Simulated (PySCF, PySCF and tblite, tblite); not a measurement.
# C₆H₁₁FS₂: a path driven as rotation about a bond, and NMR exchange

How fast is rotation about a bond in C₆H₁₁FS₂ (`FCSSCC1CCC1`), and when do the exchanging lines merge?

Programs: PySCF 2.14.0 with density-fitted response routines of our own, and tblite 0.8.0. All values are computed, except where a source is named. Atoms count from 0 throughout.

### 1 The starting structure

20 atoms, charge 0, multiplicity 1; geometry from: force field or distance geometry start.

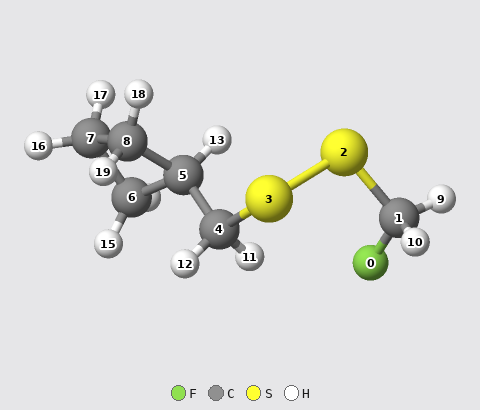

The starting geometry (fluorine green, carbon grey, sulfur yellow, hydrogen white), atoms numbered.

### 2 GFN2-xTB relaxation, start minimum

The job: settings as JSON, then the geometry in Å.

```
{"job": {"xc": "GFN2-xTB", "basis": "xTB", "kind": "relax"}, "charge": 0, "multiplicity": 1}
F      3.338000    -0.553800    -1.186300
C      3.882600     0.246300    -0.242500
S      2.611300     1.120300     0.690500
S      1.511800    -0.406800     1.510600
C      0.376300    -0.893400     0.188100
C     -0.705100     0.153900    -0.044700
C     -1.848700    -0.273500    -0.998400
C     -2.797000     0.540300    -0.091500
C     -1.790800     0.310100     1.051300
H      4.534300     0.961700    -0.728900
H      4.489700    -0.380000     0.432600
H      0.939400    -1.076100    -0.736700
H     -0.077700    -1.847100     0.477400
H     -0.279300     1.123200    -0.355300
H     -1.767400     0.078700    -2.025900
H     -2.065000    -1.351100    -0.985300
H     -3.796100     0.110500     0.057200
H     -2.907500     1.579200    -0.395700
H     -1.667300     1.159700     1.739600
H     -1.986600    -0.591500     1.641100
```

Command:

```sh
$ OMP_NUM_THREADS=1 python ens_run.py task.json out
```

One launch serves the whole session.

What it wrote:

```text
step      E/eV     max force
  0    -807.49006    1.195
  1    -807.56139    0.588
  2    -807.59496    0.383
  3    -807.61403    0.233
  4    -807.61916    0.163
  5    -807.62466    0.161
  6    -807.62811    0.140
  7    -807.63154    0.132
  8    -807.63478    0.125
  9    -807.63790    0.129
 10    -807.64044    0.114
 11    -807.64268    0.126
 12    -807.64508    0.109
 13    -807.64801    0.122
 14    -807.65148    0.176
 15    -807.65529    0.241
 16    -807.65916    0.226
 17    -807.66286    0.143
 18    -807.66602    0.128
 19    -807.66825    0.109
 20    -807.66969    0.101
 21    -807.67083    0.097
 22    -807.67205    0.091
 23    -807.67360    0.131
 24    -807.67544    0.150
 25    -807.67708    0.103
 26    -807.67818    0.086
 27    -807.67898    0.067
 28    -807.67967    0.093
 29    -807.68043    0.099
 30    -807.68124    0.069
 31    -807.68192    0.067
 32    -807.68235    0.046
 33    -807.68265    0.048
 34    -807.68293    0.044
 35    -807.68328    0.054
 36    -807.68370    0.053
 37    -807.68419    0.054
 38    -807.68473    0.062
 39    -807.68524    0.052
 40    -807.68570    0.051
 41    -807.68612    0.060
 42    -807.68655    0.051
 43    -807.68703    0.058
 44    -807.68750    0.051
 45    -807.68789    0.042
 46    -807.68820    0.038
 47    -807.68851    0.036
 48    -807.68888    0.045
 49    -807.68929    0.043
 50    -807.68964    0.034
 51    -807.68990    0.032
 52    -807.69014    0.034
 53    -807.69042    0.036
 54    -807.69074    0.052
 55    -807.69104    0.035
 56    -807.69127    0.029
 57    -807.69144    0.030
 58    -807.69162    0.034
 59    -807.69185    0.034
 60    -807.69202    0.030
 61    -807.69213    0.028
 62    -807.69221    0.023
 63    -807.69231    0.024
 64    -807.69244    0.026
 65    -807.69256    0.030
 66    -807.69267    0.024
 67    -807.69278    0.022
 68    -807.69291    0.027
 69    -807.69310    0.033
 70    -807.69333    0.041
 71    -807.69353    0.033
 72    -807.69368    0.028
 73    -807.69381    0.029
 74    -807.69396    0.028
 75    -807.69413    0.031
 76    -807.69428    0.030
 77    -807.69441    0.026
 78    -807.69450    0.018
 79    -807.69456    0.016
 80    -807.69461    0.015
 81    -807.69463    0.009
 82    -807.69464    0.006
 83    -807.69464    0.005
 84    -807.69464    0.005
 85    -807.69465    0.007
 86    -807.69466    0.008
 87    -807.69466    0.007
 88    -807.69467    0.005
 89    -807.69468    0.006
 90    -807.69468    0.007
 91    -807.69469    0.006
 92    -807.69469    0.003
 93    -807.69469    0.004
 94    -807.69470    0.005
 95    -807.69470    0.006
 96    -807.69471    0.006
 97    -807.69472    0.006
 98    -807.69472    0.006
 99    -807.69473    0.009
100    -807.69474    0.011
101    -807.69475    0.009
102    -807.69477    0.010
103    -807.69478    0.011
104    -807.69481    0.016
105    -807.69485    0.019
106    -807.69490    0.017
107    -807.69493    0.012
108    -807.69495    0.011
109    -807.69497    0.013
110    -807.69500    0.016
111    -807.69502    0.012
112    -807.69504    0.006
113    -807.69504    0.005
114    -807.69504    0.005
115    -807.69505    0.005
116    -807.69505    0.004
117    -807.69506    0.003
```

Run time: 0.83 s. Hardware: 1 thread of Arm Neoverse V2, shared host.

Gain 0.205 eV; displacement 0.28 Å root mean square.

### 3 Relaxed scan, rotation

The job: settings as JSON, then the geometry in Å.

```
{"job": {"xc": "GFN2-xTB", "basis": "xTB", "coordinate": [["t", [1, 2, 3, 4], 1.0]], "kind": "drive"}, "charge": 0, "multiplicity": 1}
F      3.441382    -0.345097    -1.369655
C      3.867125     0.192738    -0.194223
S      2.513281     1.058231     0.678962
S      1.475958    -0.474212     1.503585
C      0.306812    -0.924507     0.163055
C     -0.680251     0.184570    -0.116689
C     -1.848761    -0.182128    -1.052089
C     -2.839609     0.351354    -0.006161
C     -1.689377     0.498700     1.001660
H      4.634319     0.936321    -0.416560
H      4.246090    -0.617429     0.431920
H      0.891499    -1.179960    -0.721084
H     -0.191131    -1.818018     0.538664
H     -0.142215     1.073729    -0.453089
H     -1.853943     0.325293    -2.013888
H     -1.934068    -1.254094    -1.220362
H     -3.631924    -0.335728     0.282321
H     -3.285944     1.302379    -0.287582
H     -1.585962     1.477252     1.464643
H     -1.698430    -0.258716     1.783534
```

What it wrote:

```text
point  coordinate     E/eV
  0    -73.100     -807.66895
  1    -58.500     -807.59734
  2    -43.700     -807.49408
  3    -28.800     -807.36748
  4    -13.400     -807.25798
  5      2.300     -807.21736
  6     17.800     -807.24431
  7     33.200     -807.32845
  8     48.100     -807.42071
  9     62.800     -807.49472
 10     77.700     -807.55236
 11     92.300     -807.56555
```

Run time: 4 s. Hardware: 1 thread of Arm Neoverse V2, shared host.

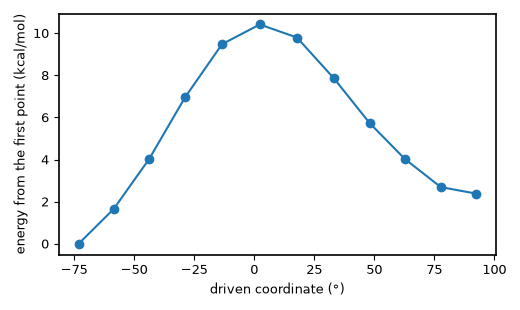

Energy along the scan.

### 4 Nudged elastic band, leg 1

The job, as its differences from that of step 3:

```diff
@@ -1,2 +1,2 @@
-{"job": {"xc": "GFN2-xTB", "basis": "xTB", "coordinate": [["t", [1, 2, 3, 4], 1.0]], "kind": "drive"}, "charge": 0, "multiplicity": 1}
+{"job": {"xc": "GFN2-xTB", "basis": "xTB", "kind": "neb"}, "charge": 0, "multiplicity": 1}
 F      3.441382    -0.345097    -1.369655
```

What it wrote:

```text
image   E - E0 / eV
  0       0.0000
  1       0.0794
  2       0.4748
  3       0.2003
  4       0.1237
  5       0.0855
  6       0.0529
```

Run time: 2.5 s. Hardware: 1 thread of Arm Neoverse V2, shared host; peak memory 0.19 GiB.

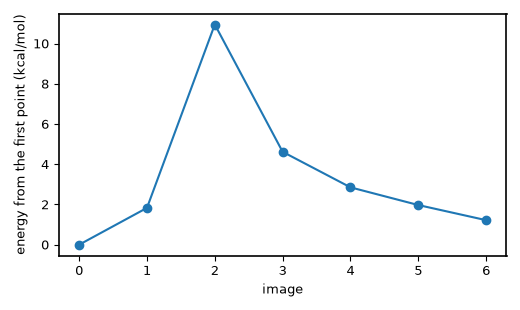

Energy along the band.

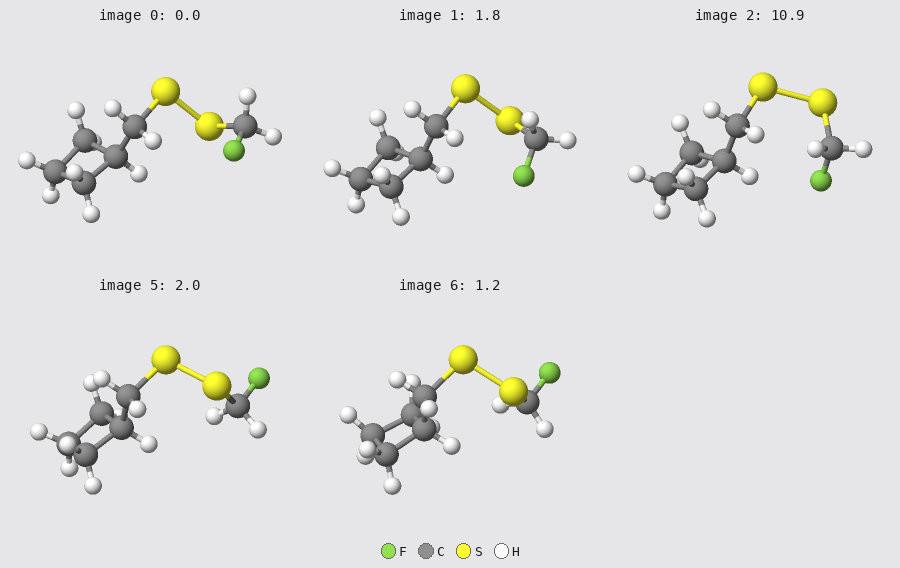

Images along the band, with energies in kcal/mol.

### 5 Saddle search, leg 1

The job: settings as JSON, then the geometry in Å.

```
{"job": {"xc": "GFN2-xTB", "basis": "xTB", "kind": "saddle"}, "charge": 0, "multiplicity": 1}
F      2.508376     1.355455    -0.981606
C      3.223052     0.330804    -0.440033
S      3.176247     0.348330     1.370818
S      1.398590    -0.586626     2.003764
C      0.386354    -1.003889     0.540216
C     -0.450158     0.128840    -0.014599
C     -1.488952    -0.326780    -1.061129
C     -2.606243     0.317724    -0.225647
C     -1.592499     0.630139     0.886497
H      4.273867     0.476558    -0.703519
H      2.837855    -0.601595    -0.857072
H      1.027769    -1.448148    -0.220640
H     -0.258278    -1.788414     0.941611
H      0.186335     0.937279    -0.375310
H     -1.352643     0.083127    -2.058909
H     -1.571851    -1.409586    -1.134771
H     -3.415357    -0.351708     0.058219
H     -3.033057     1.204455    -0.686817
H     -1.527412     1.676043     1.174850
H     -1.721997     0.027992     1.784075
```

What it wrote:

```text
step      E/eV     max force
  0    -807.22030   0.0622
  1    -807.21917   0.0516
  2    -807.21933   0.0415
  3    -807.21827   0.1481
  4    -807.21953   0.0075
  5    -807.21956   0.0217
  6    -807.21961   0.0044
  7    -807.21966   0.0126
  8    -807.21968   0.0049
  9    -807.21968   0.0010
lowest wavenumbers (cm-1): -96.6 39.6 41.1 71.7 103.7 130.4
```

Run time: 5.1 s. Hardware: 1 thread of Arm Neoverse V2, shared host; peak memory 0.19 GiB.

Point group C1; 1 imaginary mode, 97i cm⁻¹, carried by S2, S3, F0. Steps downhill from it reached both ends.

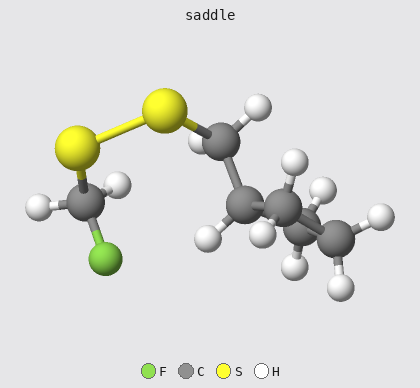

The saddle point.

### 6 Shieldings, start: B3LYP/pcSseg-1 in acetone

The job: settings as JSON, then the geometry in Å.

```
{"job": {"kind": "nmr", "xc": "B3LYP", "basis": "pcSseg-1", "solvent": "acetone", "pop": false}, "charge": 0, "multiplicity": 1}
F      3.441382    -0.345097    -1.369655
C      3.867125     0.192738    -0.194223
S      2.513281     1.058231     0.678962
S      1.475958    -0.474212     1.503585
C      0.306812    -0.924507     0.163055
C     -0.680251     0.184570    -0.116689
C     -1.848761    -0.182128    -1.052089
C     -2.839609     0.351354    -0.006161
C     -1.689377     0.498700     1.001660
H      4.634319     0.936321    -0.416560
H      4.246090    -0.617429     0.431920
H      0.891499    -1.179960    -0.721084
H     -0.191131    -1.818018     0.538664
H     -0.142215     1.073729    -0.453089
H     -1.853943     0.325293    -2.013888
H     -1.934068    -1.254094    -1.220362
H     -3.631924    -0.335728     0.282321
H     -3.285944     1.302379    -0.287582
H     -1.585962     1.477252     1.464643
H     -1.698430    -0.258716     1.783534
```

What it wrote:

```text
coarse grid: 17672 points
cycle   1  E = -1131.2840767782  dE =  1.027e+00  |g| = 5.886e-01  |ddm| = 4.128e+00
cycle   2  E = -1131.2278542988  dE =  5.622e-02  |g| = 8.277e-01  |ddm| = 9.890e-01
cycle   3  E = -1131.3550600834  dE = -1.272e-01  |g| = 6.509e-02  |ddm| = 5.814e-01
cycle   4  E = -1131.3557062003  dE = -6.461e-04  |g| = 2.957e-02  |ddm| = 7.300e-02
cycle   5  E = -1131.3558796168  dE = -1.734e-04  |g| = 8.026e-03  |ddm| = 2.752e-02
cycle   6  E = -1131.3558934243  dE = -1.381e-05  |g| = 1.589e-03  |ddm| = 8.711e-03
cycle   7  E = -1131.3558938824  dE = -4.581e-07  |g| = 4.073e-04  |ddm| = 1.863e-03
final grid: 161440 points
cycle   8  E = -1131.4298539490  dE = -4.801e-05  |g| = 7.878e-03  |ddm| = 3.111e-02
cycle   9  E = -1131.4298419816  dE =  1.197e-05  |g| = 1.085e-02  |ddm| = 1.453e-02
cycle  10  E = -1131.4298684099  dE = -2.643e-05  |g| = 6.971e-04  |ddm| = 8.477e-03
cycle  11  E = -1131.4298684918  dE = -8.187e-08  |g| = 2.421e-04  |ddm| = 7.932e-04
cycle  12  E = -1131.4298685024  dE = -1.062e-08  |g| = 6.414e-05  |ddm| = 2.073e-04
cycle  13  E = -1131.4298685032  dE = -8.181e-10  |g| = 1.828e-05  |ddm| = 7.825e-05
converged SCF energy = -1131.4298685032

GIAO shielding tensors (ppm)
atom      isotropic    diamagn.    paramagn.     s11        s22        s33       span
  0 F      384.903     480.252     -95.349    324.594    364.393    465.721    141.127
  1 C       72.498     240.395    -167.897     32.600     79.165    105.728     73.128
  2 S      397.613    1057.547    -659.934    278.939    311.923    601.978    323.040
  3 S      409.625    1057.353    -647.729    251.054    332.551    645.269    394.216
  4 C      125.127     249.684    -124.558    109.368    117.365    148.647     39.279
  5 C      149.215     245.044     -95.829    128.377    154.059    165.209     36.833
  6 C      155.162     248.499     -93.337    141.592    145.983    177.912     36.320
  7 C      165.995     252.876     -86.881    155.954    163.274    178.758     22.804
  8 C      154.057     248.850     -94.794    138.395    146.960    176.814     38.419
  9 H       25.618      26.195      -0.577     20.194     25.782     30.878     10.684
 10 H       25.977      27.524      -1.547     20.118     27.002     30.811     10.693
 11 H       28.711      32.423      -3.712     22.945     30.038     33.150     10.205
 12 H       29.401      32.277      -2.876     24.540     28.578     35.086     10.546
 13 H       28.761      32.541      -3.780     23.998     29.376     32.909      8.910
 14 H       29.604      30.503      -0.899     26.199     27.186     35.428      9.229
 15 H       30.061      31.200      -1.139     26.632     29.055     34.496      7.864
 16 H       29.948      28.983       0.965     26.273     26.878     36.694     10.421
 17 H       29.806      29.575       0.231     26.796     27.047     35.574      8.779
 18 H       29.588      30.799      -1.211     25.606     28.523     34.635      9.029
 19 H       30.122      31.627      -1.505     26.306     30.477     33.583      7.277
```

It took 41 s on 1 thread of Arm Neoverse V2, shared host; peak memory 1.2 GiB.

This run: HOMO -6.74 eV, LUMO -0.51 eV; dipole 0.72 D.

(Part 1 of 2 ends here.)
